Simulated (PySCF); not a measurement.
Geometry relaxation of C₂H₅BrSi

- system: C₂H₅BrSi, SMILES Br[SiH]1CC1
- method: PBE0-D3(BJ)/def2-SVP geometry optimisation, gas phase (PySCF 2.14.0)

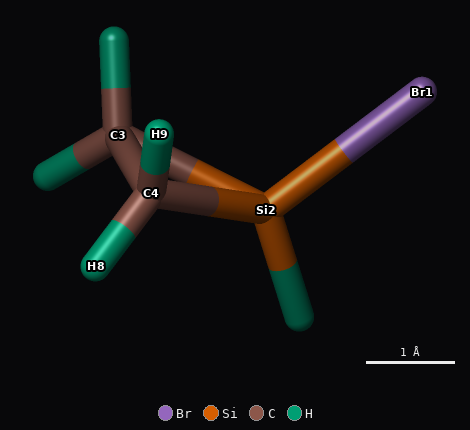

The structure as given in the input (stick view, seen at a tilt; atoms are numbered from 1 in the order of the input).

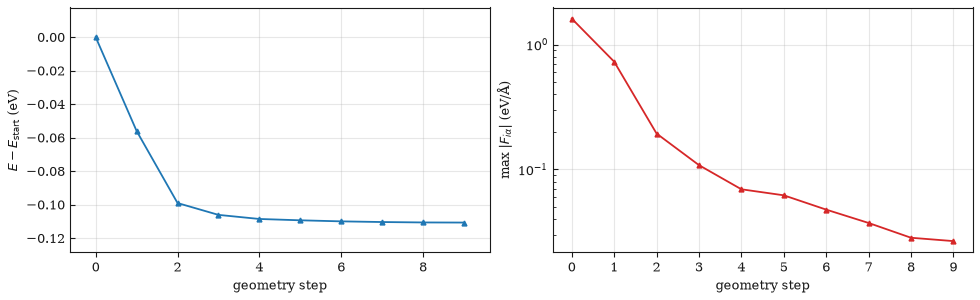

Progress of the relaxation, step by step (steps are counted from 0).

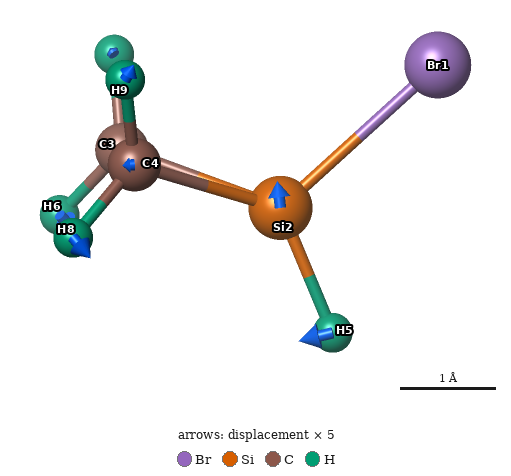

The starting structure with the displacements as blue arrows, magnified 5 times (ball-and-stick view, seen at a tilt). The two geometries are laid on each other by the best rigid fit. The atom that moves furthest after the best rigid fit is H5 (0.074 Å). By element the largest moves are H 0.074 Å, Si 0.057 Å, C 0.026 Å, Br 0.013 Å. Distances before and after: Si2–H5 1.434 → 1.480 Å, Si2–C3 1.886 → 1.846 Å, C4–H9 1.065 → 1.096 Å, C3–H6 1.072 → 1.096 Å. Among the angles that change: C3–Si2–H5 126.8° → 122.2°, Si2–C4–H9 123.2° → 119.0°, H8–C4–H9 109.1° → 112.4°. Over 9 geometry steps the energy falls by 0.111 eV. Largest force component: 1.6 eV/Å at the start, 0.027 eV/Å at the end. (Atoms are counted from 1 in the order of the input.)

These pictures come from the run below.

### Input file
```
{"job": {"xc": "PBE0", "basis": "def2-SVP", "d3": "d3bj", "grid": 1, "shake": 0.01, "kind": "geom"}, "charge": 0, "multiplicity": 1}
Br     2.676410    -0.087390    -1.014550
Si     0.986740     0.010450     0.448890
C     -0.637770    -0.776280    -0.098740
C     -0.576720     0.775260    -0.157120
H      1.509500     0.063440     1.782720
H     -1.288100    -1.204720     0.637900
H     -0.677630    -1.286140    -1.041070
H     -1.258420     1.277990     0.532060
H     -0.676200     1.210240    -1.123810
```

The first line tells a small driver script what to run in PySCF; the rest is the geometry in Å.

Command:
```bash
OMP_NUM_THREADS=1 python <driver script> task.json out
```

### What the program printed
```
step   0  E = -2941.90187915  max force = 0.031369
step   1  E = -2941.90393760  max force = 0.014187
step   2  E = -2941.90551801  max force = 0.003770
step   3  E = -2941.90577777  max force = 0.002106
step   4  E = -2941.90586763  max force = 0.001349
step   5  E = -2941.90589680  max force = 0.001208
step   6  E = -2941.90591998  max force = 0.000928
step   7  E = -2941.90593473  max force = 0.000725
step   8  E = -2941.90594386  max force = 0.000553
step   9  E = -2941.90594627  max force = 0.000519
optimisation converged
```

### Trajectory as extended XYZ (Å, eV, eV/Å), 10 frames, from step=0 to step=9
```
9
Properties=species:S:1:pos:R:3:forces:R:3 step=0 energy=-80053.22767
Br    2.6764   -0.0874   -1.0146   -0.2048   0.0357   0.1711
Si    0.9867    0.0104    0.4489   -0.5320  -0.3890  -1.6130
C    -0.6378   -0.7763   -0.0987    1.1803   1.0095   0.4567
C    -0.5767    0.7753   -0.1571   -0.3793  -0.5180   1.0161
H     1.5095    0.0634    1.7827    0.1789   0.0527   0.9459
H    -1.2881   -1.2047    0.6379   -0.5436  -0.3469   0.6192
H    -0.6776   -1.2861   -1.0411    0.0701  -0.4358  -0.7456
H    -1.2584    1.2780    0.5321    0.0283   0.1242   0.2806
H    -0.6762    1.2102   -1.1238    0.2021   0.4676  -1.1310
9
Properties=species:S:1:pos:R:3:forces:R:3 step=1 energy=-80053.28368
Br    2.1730    1.5008   -1.0864    0.2151  -0.0159  -0.1475
Si    0.8124    0.5708    0.3747    0.3721  -0.1539   0.3683
C    -0.0730   -1.0010   -0.0206   -0.1370  -0.5493  -0.3265
C    -0.8966    0.2861   -0.1827   -0.7295   0.4909  -0.3146
H     1.2370    0.8523    1.7637   -0.0705   0.1060   0.0118
H    -0.4524   -1.6450    0.7885    0.3616   0.0490  -0.0158
H     0.1294   -1.5849   -0.9362    0.0157   0.2037   0.2258
H    -1.7456    0.4208    0.4953   -0.0570   0.0021  -0.0048
H    -1.1297    0.6165   -1.2094    0.0296  -0.1325   0.2034
9
Properties=species:S:1:pos:R:3:forces:R:3 step=2 energy=-80053.32669
Br    2.2355    1.4069   -1.0958    0.0146  -0.0273   0.0187
Si    0.8044    0.5796    0.3798    0.1534  -0.1460   0.0120
C    -0.0758   -0.9900   -0.0354   -0.1939  -0.0378   0.0236
C    -0.9299    0.3002   -0.1726   -0.0832   0.1188  -0.1114
H     1.2180    0.8804    1.7688   -0.0575   0.0755  -0.0055
H    -0.3890   -1.6527    0.7806    0.1224  -0.0090   0.0331
H     0.1438   -1.5517   -0.9512    0.0113   0.0955  -0.0130
H    -1.7803    0.4267    0.5073    0.0283  -0.0337   0.0293
H    -1.1723    0.6169   -1.1946    0.0046  -0.0360   0.0131
9
Properties=species:S:1:pos:R:3:forces:R:3 step=3 energy=-80053.33375
Br    2.2549    1.3941   -1.0865   -0.0014  -0.0284   0.0075
Si    0.8075    0.5709    0.3758    0.0540  -0.0558  -0.0462
C    -0.0840   -0.9905   -0.0400   -0.1083   0.0315   0.0710
C    -0.9360    0.3032   -0.1731    0.0613   0.0385   0.0003
H     1.2035    0.8935    1.7647   -0.0461   0.0372   0.0043
H    -0.3643   -1.6573    0.7837    0.0183  -0.0173   0.0092
H     0.1356   -1.5419   -0.9596    0.0182   0.0321  -0.0495
H    -1.7781    0.4319    0.5163    0.0162  -0.0168   0.0206
H    -1.1846    0.6123   -1.1945   -0.0123  -0.0210  -0.0171
9
Properties=species:S:1:pos:R:3:forces:R:3 step=4 energy=-80053.33620
Br    2.2679    1.3889   -1.0803   -0.0006  -0.0345  -0.0083
Si    0.8123    0.5630    0.3711    0.0084   0.0130  -0.0381
C    -0.0905   -0.9921   -0.0423   -0.0199   0.0096   0.0692
C    -0.9354    0.3047   -0.1721    0.0694   0.0194   0.0119
H     1.1876    0.9068    1.7607   -0.0253   0.0061   0.0066
H    -0.3556   -1.6622    0.7838   -0.0227  -0.0188  -0.0159
H     0.1288   -1.5354   -0.9672    0.0118   0.0121  -0.0232
H    -1.7691    0.4365    0.5269    0.0052   0.0013   0.0068
H    -1.1916    0.6060   -1.1937   -0.0264  -0.0083  -0.0090
9
Properties=species:S:1:pos:R:3:forces:R:3 step=5 energy=-80053.33699
Br    2.2717    1.3858   -1.0798    0.0092  -0.0357  -0.0138
Si    0.8153    0.5600    0.3695   -0.0055   0.0296  -0.0196
C    -0.0921   -0.9934   -0.0425    0.0089  -0.0009   0.0621
C    -0.9326    0.3055   -0.1710    0.0367   0.0154  -0.0104
H     1.1775    0.9146    1.7598   -0.0082  -0.0043   0.0038
H    -0.3570   -1.6670    0.7810   -0.0233  -0.0161  -0.0216
H     0.1284   -1.5315   -0.9707    0.0079   0.0093  -0.0063
H    -1.7614    0.4399    0.5332    0.0006   0.0049   0.0030
H    -1.1952    0.6023   -1.1926   -0.0263  -0.0022   0.0027
9
Properties=species:S:1:pos:R:3:forces:R:3 step=6 energy=-80053.33762
Br    2.2760    1.3804   -1.0805    0.0166  -0.0353  -0.0154
Si    0.8176    0.5590    0.3681   -0.0153   0.0290   0.0039
C    -0.0920   -0.9942   -0.0417    0.0156  -0.0016   0.0477
C    -0.9298    0.3063   -0.1700   -0.0001   0.0107  -0.0351
H     1.1679    0.9224    1.7592    0.0085  -0.0068   0.0002
H    -0.3617   -1.6732    0.7757   -0.0115  -0.0105  -0.0183
H     0.1318   -1.5260   -0.9731    0.0038   0.0081   0.0038
H    -1.7535    0.4431    0.5398    0.0008   0.0048   0.0032
H    -1.2018    0.5984   -1.1907   -0.0184   0.0015   0.0101
9
Properties=species:S:1:pos:R:3:forces:R:3 step=7 energy=-80053.33803
Br    2.2797    1.3735   -1.0812    0.0189  -0.0320  -0.0139
Si    0.8178    0.5603    0.3678   -0.0168   0.0199   0.0139
C    -0.0907   -0.9940   -0.0405    0.0047   0.0033   0.0305
C    -0.9289    0.3066   -0.1700   -0.0161   0.0065  -0.0373
H     1.1625    0.9278    1.7594    0.0149  -0.0031  -0.0030
H    -0.3657   -1.6786    0.7703   -0.0020  -0.0053  -0.0095
H     0.1373   -1.5200   -0.9743    0.0026   0.0064   0.0054
H    -1.7481    0.4451    0.5448    0.0014   0.0014   0.0040
H    -1.2095    0.5956   -1.1893   -0.0077   0.0028   0.0100
9
Properties=species:S:1:pos:R:3:forces:R:3 step=8 energy=-80053.33827
Br    2.2836    1.3666   -1.0811    0.0147  -0.0284  -0.0119
Si    0.8166    0.5625    0.3680   -0.0123   0.0102   0.0140
C    -0.0895   -0.9931   -0.0394   -0.0086   0.0072   0.0128
C    -0.9297    0.3065   -0.1708   -0.0135   0.0045  -0.0203
H     1.1611    0.9313    1.7593    0.0116   0.0024  -0.0038
H    -0.3683   -1.6826    0.7658    0.0029  -0.0006  -0.0007
H     0.1431   -1.5143   -0.9747    0.0023   0.0034   0.0024
H    -1.7453    0.4456    0.5482    0.0020  -0.0009   0.0034
H    -1.2171    0.5937   -1.1885    0.0009   0.0023   0.0042
9
Properties=species:S:1:pos:R:3:forces:R:3 step=9 energy=-80053.33834
Br    2.2847    1.3636   -1.0807    0.0112  -0.0267  -0.0116
Si    0.8154    0.5636    0.3686   -0.0065   0.0077   0.0077
C    -0.0894   -0.9926   -0.0389   -0.0113   0.0069   0.0060
C    -0.9308    0.3064   -0.1714   -0.0049   0.0049  -0.0037
H     1.1627    0.9324    1.7592    0.0049   0.0041  -0.0025
H    -0.3688   -1.6838    0.7644    0.0011   0.0012   0.0018
H     0.1457   -1.5120   -0.9746    0.0020   0.0015   0.0006
H    -1.7454    0.4451    0.5488    0.0010  -0.0010   0.0015
H    -1.2196    0.5935   -1.1886    0.0024   0.0015   0.0003
```

### Key numbers

- outcome: converged
- total energy: −2941.905946 hartree
- dipole moment: 1.34 D
- point group: Cs
- hardware: 1 CPU thread, shared host
- wall time: 69 s
- peak memory: 0.42 GiB
